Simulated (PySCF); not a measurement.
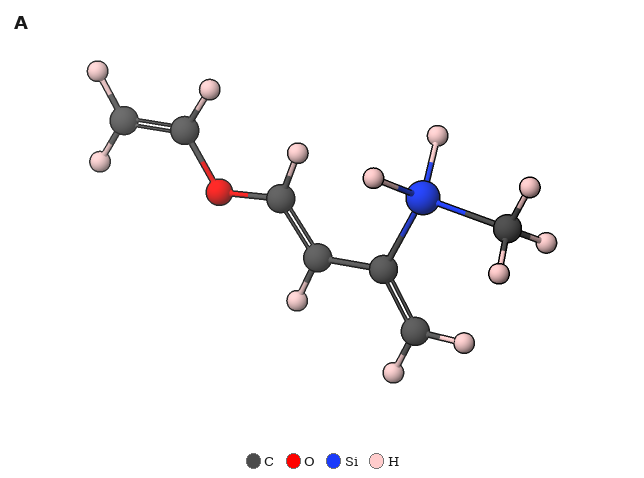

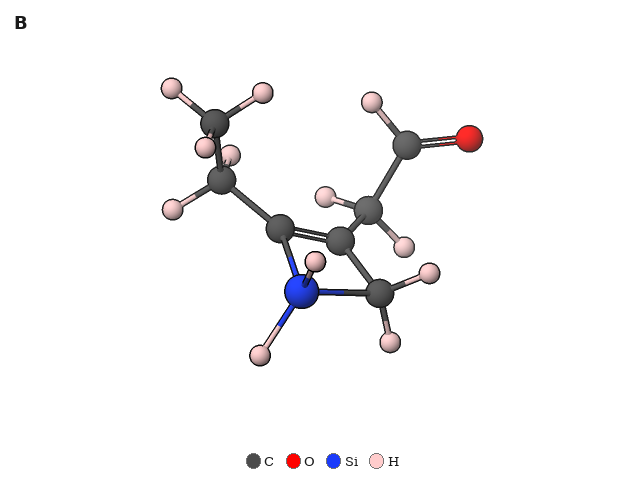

2 stationary structures of one formula. Geometries: GFN2-xTB. Electronic energies: PBE0/pcSseg-1 (PySCF 2.14.0), without zero-point energy. No frequency run is at hand to confirm each as a minimum. Each is one conformer, not always the lowest.

Are they conformers, stereoisomers or constitutional isomers?

They are constitutional isomers of C7H12OSi: A `C=CO/C=C/C(=C)[SiH2]C`, B `CCC1=C(CC=O)C[SiH2]1`.

Which is lowest in energy, and by how much?

B is lowest; A lies 16.4 kcal/mol above it.

The geometry is semi-empirical. Around Si such bond lengths and angles can be off by a tenth of an ångström or more and by several degrees, and values that hang on the shape move with them.
